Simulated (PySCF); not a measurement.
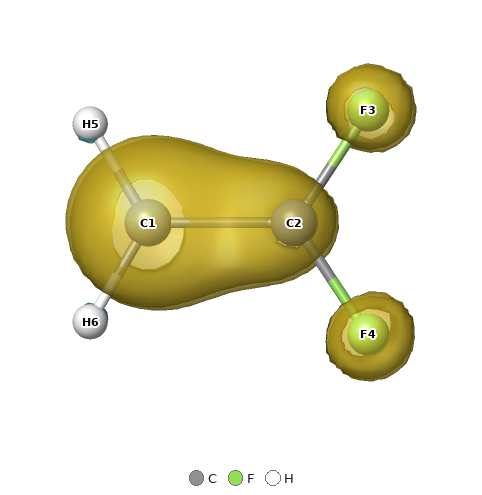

Figure 1: C$_{2}$H$_{2}$F$_{2}$ (SMILES [CH2+][C](F)F) (charge +1, doublet). Isosurfaces of the spin density at +0.04 (yellow) and −0.04 e/Å³ (cyan), seen across its widest extent.

Geometry: GFN2-xTB.

The calculation used PySCF 2.14.0, density-fitted response routines, UKS B3LYP, pcH-1 on C F H, non-relativistic, mean-field spin-orbit, GIAO.

```xyz
6

C    -0.7399   -0.0781   -0.0187
C     0.6408    0.0676    0.0103
F     1.2285    1.2002   -0.0244
F     1.4520   -0.9157    0.0743
H    -1.3867    0.7975   -0.0714
H    -1.1916   -1.0695    0.0083
```

### Describe the spin distribution.

The unpaired spin (1 electron) lies mostly on C1 (about 0.6), C2 (about 0.2), F3 (about 0.1) and F4 (about 0.1), in electrons by Hirshfeld's partition.
